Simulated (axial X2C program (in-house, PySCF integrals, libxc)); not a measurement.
# Run report: GeP⁺, relativistic diatomic calculation

System: GeP⁺, single determinant with Ω = 1. The distance is the PBE0 minimum at charge 1.
Method: expectation values, HF and Kohn-Sham, two-component X2C with atomic mean-field Coulomb and Gaunt terms, Ge dyall-cv3z, P dyall-v3z (cores contracted) (axial X2C program (in-house, PySCF integrals, libxc)).

**The program's output**
```
two-component X2C + atomic mean field  PBE0
basis functions 154  fitting functions 907  grid points 5083
iter        total energy     max residual
   1      -2439.589805576     8.61e-06
   2      -2439.589805584     5.31e-06
   3      -2439.589805587     3.58e-06
   4      -2439.589805589     1.67e-06
   5      -2439.589805590     5.27e-07
converged
one-electron -3600.94374924  Coulomb 1155.00617347  exact exchange -25.23282184  xc functional -77.60928928  nuclear repulsion 109.95890097  atomic mean-field constant -0.76901966
```

**Expectation values by level of theory**

| quantity | PBE0 | HF | BP86 | BHandHLYP | r2SCAN |
| --- | --- | --- | --- | --- | --- |
| effective field for an electron dipole moment (GV/cm) | 0.0177 | 0.265 | 0.0459 | −0.0422 | 0.0398 |
| field gradient at the first nucleus (a.u.) | −5.34 | −6.13 | −5.02 | −5.57 | −5.30 |
| field gradient at the second nucleus (a.u.) | −1.83 | −1.42 | −1.99 | −1.75 | −1.90 |
| A∥/gI, first nucleus (MHz) | −83.8 | −78.3 | −107 | −55.8 | −133 |
| A∥/gI, second nucleus (MHz) | −154 | −116 | −146 | −128 | −113 |

Each column comes from one determinant with 2 or more unpaired spinors, which can mix states, in a basis with contracted cores. The levels disagree widely: the effective field runs from −0.0422 to 0.265 GV/cm and A∥/gI at the first nucleus runs from −133 to −55.8 MHz. They may not all have settled in the same state, and these values aren't reliable properties of the molecule.

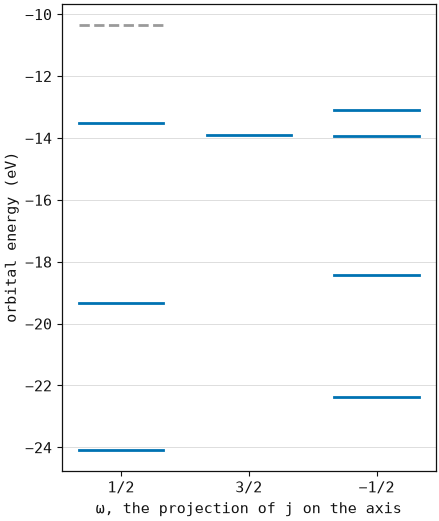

Orbital energies (PBE0) near the frontier at 2.31 Å, filled (solid) and empty (dashed). The highest filled spinor (−1/2; 48 % P p, 38 % Ge p) lies at −13.11 eV, the lowest empty one (1/2; 50 % Ge p, 46 % P p) at −10.34 eV.

**Input**
```
{"zs": [32, 15], "q": 1, "bas": ["dyall-cv3z", "dyall-v3z"], "r0": 2.13, "levels": ["PBE0", "HF", "BP86", "BHandHLYP", "r2SCAN"], "nst": 3}
```

The line is the task of a batch: nuclear charges, charge, bases, the levels to run, a first guess of the distance and further settings. This report covers the levels named above. The log is that of the reference distance, started from orbitals converged before.

The run was one of a batch that the task file lists, launched with:
```bash
python <driver script> task.json out
```

**Summary**

- outcome: converged; the levels of theory disagree widely
- hardware: 1 thread of Arm Neoverse N1, 60 GiB of memory available, shared host
- wall time: 4.5 s
- peak memory: 0.3 GiB
